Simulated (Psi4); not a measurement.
**One shape, several levels: doublet InCl+**

Wanted: a comparison of 3 runs (U-r2SCAN/def2-TZVPPD, UB3LYP/def2-TZVPPD, UCAM-B3LYP/def2-TZVPPD) of doublet InCl+. 

Program for the calculation: Psi4 1.11.

1 further run of the same task is left out (it didn't finish).

## 1. The molecule

InCl+ has 2 atoms, charge +1, and is taken as a doublet. As SMILES of the parent species, `[Cl][In]`. The shape is that of a PBE0-D4/def2-TZVP optimisation. That shape belongs to the parent species and isn't relaxed for this state.

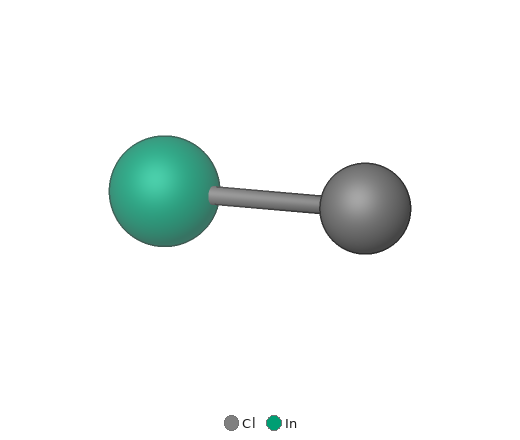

Viewed from a chosen angle; chlorine grey, indium teal.

## 2. A single-point energy at U-r2SCAN/def2-TZVPPD (core potential) (run 1)

The input, input.in:

```
memory 2200 mb

molecule molecule1 {
  1 2
  Cl     0.000000     0.000000    -0.013930
  In     0.000000     0.000000     2.399590
  units angstrom
  symmetry c1
}

set {
  basis                def2-TZVPPD
  reference            uks
  puream               true
  e_convergence        1e-09
  d_convergence        1e-08
  scf_type             pk
  dft_radial_points    99
  dft_spherical_points 590
  maxiter              100
}

E, wfn = energy("r2scan", return_wfn=True)
oeprop(wfn, "DIPOLE", "MULLIKEN_CHARGES", "WIBERG_LOWDIN_INDICES", title="R2SCAN")
```

The run is started by

```sh
psi4 -i input.in -o input.out -n 1
```

input.out:

```text
[...]
    !!!  WARNING: ECP capability is in beta. Please check occupations closely.  !!!
[...]
  Running in c1 symmetry.
[...]
  Nuclear repulsion =   78.274165620831809
[...]
  Multiplicity = 2
[...]
  Nalpha       = 19
  Nbeta        = 18
[...]
    Number of basis functions: 107
[...]
   @UKS iter   1:  -649.98899257928645   -4.54614e-01   5.71989e-03 ADIIS/DIIS
[...]
   @UKS iter  12:  -650.12111780465671   -6.02540e-12   7.42421e-09 DIIS
[...]
   @S^2 Observed:                7.591289057E-01
[...]
  @UKS Final Energy:  -650.12111780465671
   => Energetics <=
    Nuclear Repulsion Energy =             78.2741656208318091
    One-Electron Energy =               -1117.2782536230101869
    Two-Electron Energy =                 433.6611735088802675
    DFT Exchange-Correlation Energy =     -44.7782033113584959
    Empirical Dispersion Energy =           0.0000000000000000
    VV10 Nonlocal Energy =                  0.0000000000000000
    Total Energy =                       -650.1211178046567056
[...]
 Multipole Moments:
 ------------------------------------------------------------------------------------
     Multipole            Electronic (a.u.)      Nuclear  (a.u.)        Total (a.u.)
 ------------------------------------------------------------------------------------
 L = 1.  Multiply by 2.5417464519 to convert [e a0] to [Debye]
 Dipole X            :          0.0000011            0.0000000            0.0000011
 Dipole Y            :         -0.0000011            0.0000000           -0.0000011
 Dipole Z            :         38.2533203          -37.0969316            1.1563887
 Magnitude           :                                                    1.1563887
[...]
```

Wall time 38 s (1 thread of AMD EPYC 7R43 (Zen 3), shared host); peak memory 0.81 GiB.

## 3. The energy at UB3LYP/def2-TZVPPD (core potential) (run 2)

The input, calc.dat:

```
memory 2200 mb

molecule system {
  1 2
  Cl     0.000000     0.000000    -0.013930
  In     0.000000     0.000000     2.399590
  symmetry c1
}

set reference uks
set puream true
set e_convergence 1e-09
set d_convergence 1e-08
set scf_type pk
set dft_radial_points 99
set dft_spherical_points 590
set maxiter 100

E, wfn = energy("b3lyp/def2-TZVPPD", return_wfn=True)
oeprop(wfn, "MAYER_INDICES", "QUADRUPOLE", "DIPOLE")
print_variables()
```

The run is started by

```sh
psi4 calc.dat calc.out -n 1
```

calc.out:

```text
[...]
  Running in c1 symmetry.
[...]
  Nuclear repulsion =   78.274165620831809
[...]
  Multiplicity = 2
[...]
  Nalpha       = 19
  Nbeta        = 18
[...]
    Number of basis functions: 107
[...]
   @UKS iter   1:  -650.06638728590440   -5.17398e-01   5.12732e-03 DIIS/ADIIS
[...]
   @UKS iter  12:  -650.16652775627847   -7.95808e-12   7.81507e-09 DIIS
[...]
   @S^2 Observed:                7.566690812E-01
[...]
  @UKS Final Energy:  -650.16652775627847
   => Energetics <=
    Nuclear Repulsion Energy =             78.2741656208318091
    One-Electron Energy =               -1117.2057878962500581
    Two-Electron Energy =                 424.9502647439538805
    DFT Exchange-Correlation Energy =     -36.1851702248141152
    Empirical Dispersion Energy =           0.0000000000000000
    VV10 Nonlocal Energy =                  0.0000000000000000
    Total Energy =                       -650.1665277562784695
[...]
 Multipole Moments:
 ------------------------------------------------------------------------------------
     Multipole            Electronic (a.u.)      Nuclear  (a.u.)        Total (a.u.)
 ------------------------------------------------------------------------------------
 L = 1.  Multiply by 2.5417464519 to convert [e a0] to [Debye]
 Dipole X            :          0.0000031            0.0000000            0.0000031
 Dipole Y            :         -0.0000026            0.0000000           -0.0000026
 Dipole Z            :         38.1978254          -37.0969316            1.1008937
 Magnitude           :                                                    1.1008937
 L = 2.  Multiply by 1.3450342976 to convert [e a0^2] to [Debye ang]
 Quadrupole XX       :        -21.9756420            0.0000000          -21.9756420
 Quadrupole XY       :          0.0000000            0.0000000            0.0000000
[...]
```

Wall time 15 s (1 thread of AMD EPYC 7R43 (Zen 3), shared host); peak memory 0.74 GiB.

## 4. Energy and forces at UCAM-B3LYP/def2-TZVPPD (core potential) (run 3)

The input, calc.dat:

```
memory 2200 MB

molecule {
  1 2
  Cl
  In 1 R2

  R2 = 2.41352
  symmetry c1
}

set reference uks
set puream true
set e_convergence 1e-09
set d_convergence 1e-08
set scf_type pk
set dft_radial_points 99
set dft_spherical_points 590
set maxiter 100

E, wfn = gradient('cam-b3lyp/def2-TZVPPD', return_wfn=True)
oeprop(wfn, 'QUADRUPOLE', 'MULLIKEN_CHARGES', 'WIBERG_LOWDIN_INDICES')
```

The run is started by

```sh
psi4 -n 1 calc.dat calc.out
```

calc.out:

```text
[...]
    !!!  WARNING: ECP capability is in beta. Please check occupations closely.  !!!
[...]
  Running in c1 symmetry.
[...]
  Nuclear repulsion =   78.274165620831809
[...]
  Multiplicity = 2
[...]
  Nalpha       = 19
  Nbeta        = 18
[...]
    Number of basis functions: 107
[...]
   @UKS iter   1:  -649.98155966263391   -6.50600e-01   4.58474e-03 ADIIS/DIIS
[...]
   @UKS iter  12:  -650.07039901643384   -1.22782e-11   6.49967e-09 DIIS
[...]
   @S^2 Observed:                7.624978202E-01
[...]
  @UKS Final Energy:  -650.07039901643384
   => Energetics <=
    Nuclear Repulsion Energy =             78.2741656208318091
    One-Electron Energy =               -1117.1761263072739894
    Two-Electron Energy =                 422.3842532585071012
    DFT Exchange-Correlation Energy =     -33.5526915884988028
    Empirical Dispersion Energy =           0.0000000000000000
    VV10 Nonlocal Energy =                  0.0000000000000000
    Total Energy =                       -650.0703990164338393
[...]
  -Total Gradient:
     Atom            X                  Y                   Z
    ------   -----------------  -----------------  -----------------
       1       -0.000000034710     0.000000025084    -0.014272585953
       2        0.000000034709    -0.000000025083     0.014269708428
[...]
  Mulliken Charges: (a.u.)
   Center  Symbol    Alpha    Beta     Spin     Total
       1    CL     8.79471  8.30753  0.48719 -0.10224
       2    IN    10.20529  9.69247  0.51281  1.10224
   Total alpha = 19.00000, Total beta = 18.00000, Total charge =  1.00000
  Wiberg Bond Indices using Orthogonal Lowdin Orbitals:
  Total Bond Index:
  Irrep: 1 Size: 2 x 2
                 1                   2
[...]
```

It took 41 s on 1 thread of AMD EPYC 7R43 (Zen 3), shared host; peak memory 0.86 GiB.

## 5. All runs side by side

```
run                                    level      task  energy (Eh)  HOMO energy (eV)  LUMO energy (eV)   ⟨S²⟩  wall time
  1    U-r2SCAN/def2-TZVPPD (core potential)    energy  -650.121118            -13.69            -12.38  0.759       38 s
  2      UB3LYP/def2-TZVPPD (core potential)    energy  -650.166528            -14.51            -12.08  0.757       15 s
  3  UCAM-B3LYP/def2-TZVPPD (core potential)  gradient  -650.070399            -15.96            -10.81  0.762       41 s
```

## 6. Results

```
                                 quantity          value
                      run 3: total energy  -650.07040 Eh
run 3: HOMO energy (highest over α and β)      -15.96 eV
 run 3: LUMO energy (lowest over α and β)      -10.81 eV
                              run 3: ⟨S²⟩          0.762
          run 3: largest force on an atom     0.734 eV/Å
```

What this shows: Totals of different functionals can't be ranked against each other. All runs together took 94 s, the longest 41 s.
